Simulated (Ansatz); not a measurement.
**RbYbF3 (Pm-3m): from the cell to its phonons**

How does RbYbF3 (Pm-3m) vibrate, and is this structure a minimum?

Method: DFT PBEsol+U, scalar-relativistic, plane waves, PAW, in Ansatz 0.2.0.

## 1. The structure

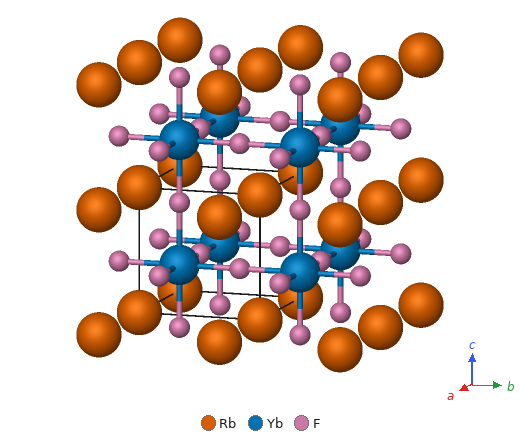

Start, viewed slightly off an axis; rubidium orange, ytterbium blue, fluorine pink. 2×2×2 cells are drawn. Some periodic images of atoms are drawn too.

## 2. Relaxation

The cell and atoms are relaxed, since residual forces and stress would shift the frequencies.

input.yaml reads:

```yaml
crystal:
  lattice:
    - [4.448688, 0.0, 0.0]
    - [0.0, 4.448688, 0.0]
    - [0.0, 0.0, 4.448688]
  atoms:
    - { symbol: Rb, position: [0.0, 0.0, 0.0] }
    - { symbol: Yb, position: [0.5, 0.5, 0.5] }
    - { symbol: F, position: [0.0, 0.5, 0.5] }
    - { symbol: F, position: [0.5, 0.0, 0.5] }
    - { symbol: F, position: [0.5, 0.5, 0.0] }
kpoints:
  mp_grid: { grid: [6, 6, 6] }
hamiltonian:
  xc: pbesol
  hubbard: { sites: [{ species: Yb, l: f, u_eff: 6.0 }] }
scf:
  occupations: { method: gaussian, width: 0.02 }
output:
  forces: true
  stress: true
  eigenvalues: true
relax:
  adjacent_minimum: "off"
  f_tol: 0.005
  max_steps: 80
  cell: { stress_tol: 0.05 }
```

On the command line:

```
ansatz run input.yaml --threads 8 --pin off --max-ram 14336MiB --backend cpu --events-out ev --progress --plain --runs-dir out
```

Numbers of over 12 decimals in the logs are rounded to 6 here.

Output:

```text
Rb: projections on atomic orbitals take those of the free atom [Ar 3d10] 4s2 4p6 5s1, of charge +0.00 (hamiltonian.pseudopotentials.projection_atoms); the dataset's partial waves leave at most 2.5e-6 of an orbital's norm unspanned inside its sphere
Yb: projections on atomic orbitals take those of the free atom [Kr 4d10] 4f14 5s2 5p6 5d0 6s2, of charge +0.00 (hamiltonian.pseudopotentials.projection_atoms); the dataset's partial waves leave at most 1.5e-4 of an orbital's norm unspanned inside its sphere
F: projections on atomic orbitals take those of the free atom [He] 2s2 2p5, of charge +0.00 (hamiltonian.pseudopotentials.projection_atoms); the dataset's partial waves leave at most 1.6e-8 of an orbital's norm unspanned inside its sphere
Engine: ansatz 0.2.0, x86_64-unknown-linux-gnu
Pseudopotentials: kind: paw
Pseudopotential: Rb, paw, valence charge 9, recommended cutoff 420 eV (normal), Rb.paw.azcp
Pseudopotential: Yb, paw, valence charge 24, recommended cutoff 420 eV (normal), Yb.paw.azcp
Pseudopotential: F, paw, valence charge 7, recommended cutoff 420 eV (normal), F.paw.azcp
Functional definition: PBEsol
  exchange = pbesol_x
  correlation = pbesol_c
Crystal: 5 atoms, lattice volume = 88.043 Å³
Basis set: ecut = 420 eV, 1743 PW (Γ), exchange–correlation on 60×60×60 points (8 copies of the dense FFT grid, shifted against one another)
Bands: 33, of which v1, the nominal top of the filled ones, is band 27 counted from 1 (26 counted from 0)
Symmetry: 48 space group operations
Space group: Pm-3m (ITA 221), of the structure as read, at distance tolerance 4.4e-5 Å
k-points: 20 of 216
Non-local potential: Rb, projectors of the file, l = 0: 3, l = 1: 2, l = 2: 2
Non-local potential: Yb, projectors of the file, l = 0: 3, l = 1: 2, l = 2: 2, l = 3: 3
Non-local potential: F, projectors of the file, l = 0: 2, l = 1: 2, l = 2: 1
PAW form: soft (Blöchl's): semilocal exchange-correlation on the pseudo side does not see the compensation charge
PAW frozen core: Rb, regenerated for the run's functional, and the local potential with it (the file was generated under x = pbe(κ = 0.804, μ = 0.219515), c = pbe(β = 0.066725))
PAW frozen core: Yb, regenerated for the run's functional, and the local potential with it (the file was generated under x = pbe(κ = 0.804, μ = 0.219515), c = pbe(β = 0.066725))
PAW frozen core: F, regenerated for the run's functional, and the local potential with it (the file was generated under x = pbe(κ = 0.804, μ = 0.219515), c = pbe(β = 0.066725))
PAW one-centre angular grid: Rb, 110 points (default); XC on 64 Gauss nodes
PAW one-centre angular grid: Yb, 590 points (default); XC on 64 Gauss nodes
PAW one-centre angular grid: F, 110 points (default); XC on 64 Gauss nodes
Initial density: superposition of atomic densities (chi_scale 0.1, normalization cell, long waves of neutral atoms under a Hubbard term (reshape's long-wave potential 0.01 eV rms, cloud 2.77 Å wide))
Initial wavefunctions: pseudopotential atomic-orbital guess
Functional: x = pbesol(κ = 0.804, μ = 0.123457), c = pbesol(β = 0.046)
SCF iter   1: F=—  HF=-19305.253907 eV  |F-HF|=—  |Δ(HF+E_count)|=         —  Δρ=9.90e-2  dr2=7.99e0  ethr=3.10e-3  ⟨swp⟩=8.3  Hψ=3415  notcnv=0
preconditioner: auto → Resta (q_TF=auto, 2.515 Å⁻¹)  ε∞=4.9  [insulator: Δε(μ)=3.227 eV  Ē_g=14.183 eV  σ=0.020 eV  W_gap=1.00  n_scr=26 (ndim 8)  ℏωp=28.0 eV  f_vac=0.009  D(μ)=0.00/eV (n_scr^D=0)  ε∞_Penn≈4.9]
SCF iter   2: F=—  HF=-19303.464229 eV  |F-HF|=—  |Δ(HF+E_count)|=    1.79e0  Δρ=3.31e-2  dr2=1.16e0  ethr=3.10e-3  ⟨swp⟩=4.2  Hψ=1846  notcnv=0  defer=33
SCF iter   3: F=—  HF=-19302.939588 eV  |F-HF|=—  |Δ(HF+E_count)|=   5.25e-1  Δρ=2.89e-2  dr2=9.45e-1  ethr=2.15e-3  ⟨swp⟩=3.5  Hψ=1675  notcnv=0  defer=30
SCF iter   4: F=—  HF=-19302.671246 eV  |F-HF|=—  |Δ(HF+E_count)|=   2.68e-1  Δρ=1.54e-2  dr2=2.70e-1  ethr=1.75e-3  ⟨swp⟩=3.2  Hψ=1517  notcnv=0  defer=31
SCF iter   5: F=—  HF=-19302.604147 eV  |F-HF|=—  |Δ(HF+E_count)|=   6.71e-2  Δρ=5.42e-3  dr2=3.36e-2  ethr=4.99e-4  ⟨swp⟩=3.2  Hψ=1374  notcnv=0  defer=32
SCF iter   6: F=—  HF=-19302.611964 eV  |F-HF|=—  |Δ(HF+E_count)|=   7.82e-3  Δρ=1.28e-3  dr2=2.07e-3  ethr=6.22e-5  ⟨swp⟩=3.1  Hψ=1324  notcnv=0  defer=32
SCF iter   7: F=—  HF=-19302.612691 eV  |F-HF|=—  |Δ(HF+E_count)|=   7.28e-4  Δρ=2.48e-4  dr2=5.44e-5  ethr=3.83e-6  ⟨swp⟩=2.0  Hψ=1240  notcnv=0  defer=32
SCF iter   8: F=—  HF=-19302.612767 eV  |F-HF|=—  |Δ(HF+E_count)|=   7.55e-5  Δρ=7.08e-5  dr2=3.72e-6  ethr=1.01e-7  ⟨swp⟩=2.8  Hψ=1403  notcnv=0  defer=32
SCF iter   9: F=—  HF=-19302.612771 eV  |F-HF|=—  |Δ(HF+E_count)|=   4.37e-6  Δρ=1.58e-5  dr2=1.66e-7  ethr=6.90e-9  ⟨swp⟩=2.2  Hψ=1176  notcnv=0  defer=32
SCF iter  10: F=-19302.612772 eV  HF=-19302.612772 eV  |F-HF|=3.18e-8  |Δ(HF+E_count)|=   4.44e-7  Δρ=3.58e-6  dr2=9.31e-9  ethr=1.85e-10  ⟨swp⟩=14.8  Hψ=4410  notcnv=0
SCF 1 converged in 10 iterations: F = -19302.612772 eV  dr2 = 9.31e-9
  greatest PAW one-centre occupation: 0.996 electrons in one spin orbital (limit 2), on the Yb atom at site 1 (counted from 0), in its partial waves of l = 0
relax step   1: F+E_penalty+E_count = -19302.61277155 eV  Δ(F+E_penalty+E_count) = +0.000e0 eV  max|allowed force component| = 3.196e-28 eV/Å  Δτ_max = 0.0000 Å  P = +3.712 GPa  Ω = 88.043 Å³  (10 SCF iters, dr2 threshold 1.00e-7 eV, accepted)
Crystal: 5 atoms, lattice volume = 93.038 Å³
Basis set: ecut = 420 eV, 1839 PW (Γ), exchange–correlation on 60×60×60 points (8 copies of the dense FFT grid, shifted against one another)
Initial density: handed on by an earlier stage of this run
Initial wavefunctions: those handed on with the density
iter 1 solved again at ethr=3.40e-5 eV; its pass at ethr=3.10e-3 eV (dr2=1.84e-2 eV) is discarded
SCF iter   1: F=—  HF=-19302.658762 eV  |F-HF|=—  |Δ(HF+E_count)|=         —  Δρ=3.60e-3  dr2=1.66e-2  ethr=3.40e-5  ⟨swp⟩=3.0  Hψ=4535  notcnv=0
preconditioner: auto → Resta (q_TF=auto, 2.492 Å⁻¹)  ε∞=4.7  [insulator: Δε(μ)=0.840 eV  Ē_g=14.492 eV  σ=0.020 eV  W_gap=1.00  n_scr=26 (ndim 8)  ℏωp=27.8 eV  f_vac=0.154  D(μ)=0.00/eV (n_scr^D=0)  ε∞_Penn≈4.7]
SCF iter   2: F=—  HF=-19302.655143 eV  |F-HF|=—  |Δ(HF+E_count)|=   3.62e-3  Δρ=2.04e-3  dr2=2.82e-3  ethr=3.07e-5  ⟨swp⟩=3.8  Hψ=1422  notcnv=0
SCF iter   3: F=—  HF=-19302.654345 eV  |F-HF|=—  |Δ(HF+E_count)|=   7.98e-4  Δρ=1.42e-3  dr2=2.87e-3  ethr=5.23e-6  ⟨swp⟩=3.0  Hψ=1612  notcnv=0  defer=21
SCF iter   4: F=—  HF=-19302.653397 eV  |F-HF|=—  |Δ(HF+E_count)|=   9.48e-4  Δρ=5.64e-4  dr2=2.93e-4  ethr=5.23e-6  ⟨swp⟩=3.1  Hψ=1447  notcnv=0  defer=24
[...]
SCF 2 converged in 8 iterations: F = -19302.653513 eV  dr2 = 3.86e-8
relax step   2: F+E_penalty+E_count = -19302.65351269 eV  Δ(F+E_penalty+E_count) = -4.074e-2 eV  max|allowed force component| = 1.433e-29 eV/Å  Δτ_max = 0.0000 Å  P = -0.035 GPa  Ω = 93.038 Å³  energy of the carried Pulay correction = -1.422e-2 eV  (8 SCF iters, dr2 threshold 5.00e-7 eV, accepted)
Basis set: ecut = 420 eV, 1839 PW (Γ), exchange–correlation on 64×64×64 points (8 copies of the dense FFT grid, shifted against one another)
Initial wavefunctions: pseudopotential atomic-orbital guess (no wavefunctions were taken with the density)
iter 1 solved again at ethr=1.43e-7 eV; its pass at ethr=3.10e-3 eV (dr2=7.72e-5 eV) is discarded
SCF iter   1: F=—  HF=-19302.673273 eV  |F-HF|=—  |Δ(HF+E_count)|=         —  Δρ=6.12e-4  dr2=5.30e-5  ethr=1.43e-7  ⟨swp⟩=4.1  Hψ=5837  notcnv=0
preconditioner: auto → Resta (q_TF=auto, 2.492 Å⁻¹)  ε∞=4.7  [insulator: Δε(μ)=1.035 eV  Ē_g=14.524 eV  σ=0.020 eV  W_gap=1.00  n_scr=26 (ndim 8)  ℏωp=27.8 eV  f_vac=0.129  D(μ)=0.00/eV (n_scr^D=0)  ε∞_Penn≈4.7]
SCF iter   2: F=—  HF=-19302.673351 eV  |F-HF|=—  |Δ(HF+E_count)|=   7.76e-5  Δρ=2.77e-4  dr2=2.20e-5  ethr=9.81e-8  ⟨swp⟩=2.0  Hψ=1162  notcnv=0
SCF iter   3: F=—  HF=-19302.673371 eV  |F-HF|=—  |Δ(HF+E_count)|=   2.05e-5  Δρ=1.37e-4  dr2=3.05e-6  ethr=4.07e-8  ⟨swp⟩=2.0  Hψ=1171  notcnv=0
SCF iter   4: F=—  HF=-19302.673375 eV  |F-HF|=—  |Δ(HF+E_count)|=   3.66e-6  Δρ=5.30e-5  dr2=1.02e-6  ethr=5.65e-9  ⟨swp⟩=3.0  Hψ=1339  notcnv=0
SCF iter   5: F=—  HF=-19302.673375 eV  |F-HF|=—  |Δ(HF+E_count)|=   9.73e-9  Δρ=7.58e-6  dr2=1.97e-8  ethr=1.88e-9  ⟨swp⟩=2.1  Hψ=1205  notcnv=0
SCF iter   6: F=—  HF=-19302.673375 eV  |F-HF|=—  |Δ(HF+E_count)|=   1.97e-8  Δρ=1.75e-6  dr2=9.44e-10  ethr=3.64e-11  ⟨swp⟩=2.9  Hψ=1283  notcnv=0
SCF iter   7: F=—  HF=-19302.673375 eV  |F-HF|=—  |Δ(HF+E_count)|=  5.13e-10  Δρ=2.98e-7  dr2=1.78e-10  ethr=1.75e-12  ⟨swp⟩=2.4  Hψ=1269  notcnv=0
SCF iter   8: F=-19302.673375 eV  HF=-19302.673375 eV  |F-HF|=7.28e-12  |Δ(HF+E_count)|=  3.27e-11  Δρ=9.83e-8  dr2=1.83e-11  ethr=1.00e-12  ⟨swp⟩=6.3  Hψ=3186  notcnv=0
SCF 3 converged in 8 iterations: F = -19302.673375 eV  dr2 = 1.83e-11
relax step   3: F+E_penalty+E_count = -19302.67337485 eV  Δ(F+E_penalty+E_count) = -1.986e-2 eV  max|allowed force component| = 1.375e-29 eV/Å  Δτ_max = 0.0000 Å  P = +0.361 GPa  Ω = 93.038 Å³  stress off target by 3.61e-1 GPa  SCF on the basis re-selected at this cell (its energy is not comparable with the rows above)  (8 SCF iters)
[...]
relax step   4: F+E_penalty+E_count = -19302.67259190 eV  Δ(F+E_penalty+E_count) = +7.829e-4 eV  max|allowed force component| = 2.134e-29 eV/Å  Δτ_max = 0.0000 Å  P = +0.062 GPa  Ω = 93.546 Å³  energy of the carried Pulay correction = -1.452e-3 eV  (6 SCF iters, dr2 threshold 3.25e-7 eV, accepted)
[...]
relax step   5: F+E_penalty+E_count = -19302.67230169 eV  Δ(F+E_penalty+E_count) = +2.902e-4 eV  max|allowed force component| = 9.019e-30 eV/Å  Δτ_max = 0.0000 Å  P = +0.001 GPa  Ω = 93.653 Å³  energy of the carried Pulay correction = -1.763e-3 eV  (6 SCF iters, dr2 threshold 9.66e-9 eV, accepted)
iter 1 solved again at ethr=2.39e-8 eV; its pass at ethr=3.10e-3 eV (dr2=1.29e-5 eV) is discarded
SCF iter   1: F=—  HF=-19302.674391 eV  |F-HF|=—  |Δ(HF+E_count)|=         —  Δρ=7.35e-5  dr2=7.26e-7  ethr=2.39e-8  ⟨swp⟩=4.6  Hψ=6033  notcnv=0
preconditioner: auto → Resta (q_TF=auto, 2.489 Å⁻¹)  ε∞=4.6  [insulator: Δε(μ)=1.043 eV  Ē_g=14.506 eV  σ=0.020 eV  W_gap=1.00  n_scr=26 (ndim 8)  ℏωp=27.7 eV  f_vac=0.131  D(μ)=0.00/eV (n_scr^D=0)  ε∞_Penn≈4.6]
SCF iter   2: F=—  HF=-19302.674390 eV  |F-HF|=—  |Δ(HF+E_count)|=   1.59e-6  Δρ=3.37e-5  dr2=3.06e-7  ethr=1.34e-9  ⟨swp⟩=2.0  Hψ=1190  notcnv=0
SCF iter   3: F=—  HF=-19302.674391 eV  |F-HF|=—  |Δ(HF+E_count)|=   9.59e-7  Δρ=1.69e-5  dr2=4.26e-8  ethr=5.67e-10  ⟨swp⟩=2.0  Hψ=1202  notcnv=0
SCF iter   4: F=—  HF=-19302.674391 eV  |F-HF|=—  |Δ(HF+E_count)|=   2.59e-7  Δρ=6.28e-6  dr2=1.43e-8  ethr=7.89e-11  ⟨swp⟩=3.0  Hψ=1324  notcnv=0
SCF iter   5: F=—  HF=-19302.674391 eV  |F-HF|=—  |Δ(HF+E_count)|=   6.32e-9  Δρ=8.56e-7  dr2=2.42e-10  ethr=2.65e-11  ⟨swp⟩=2.1  Hψ=1212  notcnv=0
SCF iter   6: F=-19302.674391 eV  HF=-19302.674391 eV  |F-HF|=4.00e-11  |Δ(HF+E_count)|=  3.64e-10  Δρ=2.42e-7  dr2=2.55e-11  ethr=1.00e-12  ⟨swp⟩=7.1  Hψ=3473  notcnv=0
SCF 6 converged in 6 iterations: F = -19302.674391 eV  dr2 = 2.55e-11
relax step   6: F+E_penalty+E_count = -19302.67439103 eV  Δ(F+E_penalty+E_count) = -2.089e-3 eV  max|allowed force component| = 2.994e-29 eV/Å  Δτ_max = 0.0000 Å  P = +0.016 GPa  Ω = 93.653 Å³  stress off target by 1.57e-2 GPa  SCF on the basis re-selected at this cell (its energy is not comparable with the rows above)  (6 SCF iters)
basis re-selected at this cell: Δ(F+E_penalty+E_count) = -2.089e-3 eV, ΔP = +0.015 GPa vs the last step (what re-selecting the basis moved, of the pressure what is left beyond the Pulay correction that the steps carried, after the strain that the cell walked since its last selection, with what the two solves' SCF thresholds leave and, on support functions, any second-order correction that the steps lacked; it is no m [...]
SCF converged after 6 iterations
Free energy (F): -19302.674391 eV
Harris-Foulkes:  -19302.674391 eV  (|F-HF|=4.00e-11)
Internal energy: -19302.674391 eV  (E = F + TS)
E sigma→0 (E₀):  -19302.674391 eV
Fermi energy:    8.514789 eV
--- Per-component energies (eV) ---
  E_band       = -174.182060
  E_kinetic    = 1165.320151
  E_local      = -9662.526714  (includes V_loc(G=0)·N_el)
  E_nonlocal   = 969.398230
  E_hartree    = 4088.695110
  E_xc         = -527.354203
  E_vxc        = -643.443806  (∫ρ·V_xc dr)
  E_hubbard    = 0.055556  (on-site DFT+U / exact-exchange correction)
  E_vhub       = -41.833226  (the Hubbard potential's part of the band-sum identity)
  E_paw        = -10397.793849  (= ΣΔE_a)
  E_vpaw       = -138.493074  (= ΣTr[D̂ρ^β])
  E_aug_tail   = 0.006138  (compensation charges beyond the density's cutoff)
  E_ewald      = -4939.855004
  E_core_change = 1.380193  (= ΣΔE_core)
  E_smearing   = -0.000000  (= −TS)
  E_closure    = -0.000000  (closes the sum)
  Σ components = -19302.674391   (vs F -19302.674391, Δ=0.00e0)
--- Forces (eV/Å), atoms counted from 1 ---
  atom   1  Rb     0.00000000    -0.00000000    -0.00000000
  atom   2  Yb    -0.00000000     0.00000000     0.00000000
  atom   3  F      0.00000000    -0.00000000    -0.00000000
  atom   4  F      0.00000000    -0.00000000    -0.00000000
  atom   5  F      0.00000000    -0.00000000     0.00000000
  max |Σ_I F_I| component: 1.86e-29 eV/Å
--- Stress (GPa, compression-positive) ---
        0.015713       0.000000      -0.000000
        0.000000       0.015713       0.000000
       -0.000000       0.000000       0.015713
  P = ⅓ Tr σ = 0.0157 GPa (0.157 kbar)
--- Band table (eV; the first three rows and the last of 20) ---
  k-point 0: bands = [... 23 lower, 7.8311, 7.9932, 7.9932, 7.9932, 9.0360, 11.8394, 11.8394, 12.3410, ... 2 higher]
  k-point 1: bands = [... 23 lower, 7.8301, 7.9475, 7.9816, 7.9816, 9.4319, 12.0405, 12.0618, 12.4776, ... 2 higher]
  k-point 2: bands = [... 23 lower, 7.8283, 7.8828, 7.9659, 7.9659, 10.3939, 12.3083, 12.4974, 12.8314, ... 2 higher]
  k-point 19: bands = [... 23 lower, 7.7266, 7.7858, 7.7858, 7.7858, 12.5762, 12.5762, 12.5762, 13.9416, ... 2 higher]
Occupation matrices written to <dir>
--- Relaxed structure (4 steps of the walk, 4 accepted, 2 SCFs on fresh bases) ---
  F+E_penalty+E_count = -19302.67439103 eV   max|allowed force component| = 2.994e-29 eV/Å   (the final SCF, on the basis selected at the relaxed cell)
  cell:  # Å, volume = 93.6531 Å³
    - [4.541236, 0, 0]
    - [0, 4.541236, 0]
    - [0, 0, 4.541236]
  atoms:
    - { symbol: Rb, position: [0, 0, 0] }
    - { symbol: Yb, position: [0.5, 0.5, 0.5] }
    - { symbol: F, position: [0, 0.5, 0.5] }
    - { symbol: F, position: [0.5, 0, 0.5] }
    - { symbol: F, position: [0.5, 0.5, 0] }
```

Wall time 4 s (8 threads of Intel Xeon Platinum 8488C (Sapphire Rapids), shared host); peak memory 0.62 GiB; 25 s of CPU time.

The steps of the relaxation:

```
step  energy less that of the first step (eV)  largest force component (eV/Å)  pressure (GPa)  volume (Å³)
   1                                   0.0000                          0.0000            3.71        88.04
   2                                  -0.0407                          0.0000           -0.03        93.04
  3*                                  -0.0606                          0.0000            0.36        93.04
   4                                  -0.0598                          0.0000            0.06        93.55
   5                                  -0.0595                          0.0000            0.00        93.65
  6*                                  -0.0616                          0.0000            0.02        93.65
```

Relaxation steps marked * repeat the geometry before them on a plane-wave basis chosen anew for their cell, so energy and pressure can jump there.

Forces are held to the 48 operations that the run works with; a distortion that breaks them can't arise in this run.

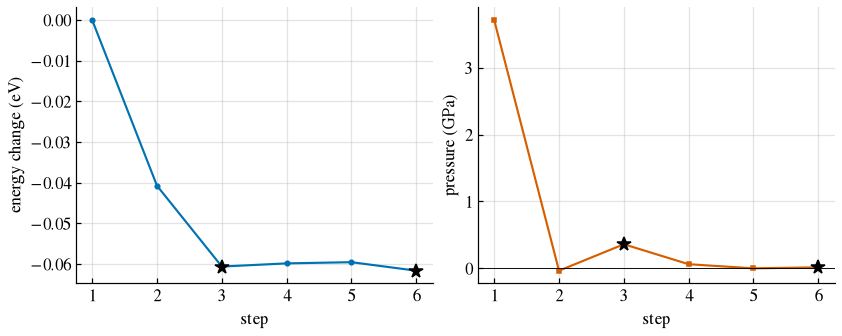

Energy and pressure along the relaxation. Stars mark steps on a basis chosen anew.

```
conventional cell, symmetrised  before  after  change
                         a (Å)   4.449  4.541  +2.1 %
                         b (Å)   4.449  4.541  +2.1 %
                         c (Å)   4.449  4.541  +2.1 %
              volume (Å³/atom)   17.61  18.73  +6.4 %
```

The relaxed structure:

```cif
data_structure
_symmetry_space_group_name_H-M 'P 1'
_symmetry_Int_Tables_number 1
_cell_length_a 4.5412
_cell_length_b 4.5412
_cell_length_c 4.5412
_cell_angle_alpha 90.000
_cell_angle_beta 90.000
_cell_angle_gamma 90.000
_cell_volume 93.65
loop_
_atom_site_label
_atom_site_type_symbol
_atom_site_fract_x
_atom_site_fract_y
_atom_site_fract_z
_atom_site_occupancy
Rb1 Rb 0.00000 0.00000 0.00000 1
Yb2 Yb 0.50000 0.50000 0.50000 1
F3 F 0.00000 0.50000 0.50000 1
F4 F 0.50000 0.00000 0.50000 1
F5 F 0.50000 0.50000 0.00000 1
```

Numbers from this step:

* pressure: 0.01571 GPa
* gap on the k-mesh: 1.043 eV
* volume per atom: 18.73 Å³
* direct gap on mesh: 1.043 eV

In this step the volume went from 17.61 to 18.73 Å³/atom.

(Part 1 of 3 ends here.)

[Logs are printed without paths, hosts, clocks, repeated set-up lines and the standing remarks that a program may print on its own settings, such as how far it seeks lower states.]

[Hosts, paths, dates, database ids (printed as entryN), source tags and the programs' standing remarks are cut or masked in the printed files.]
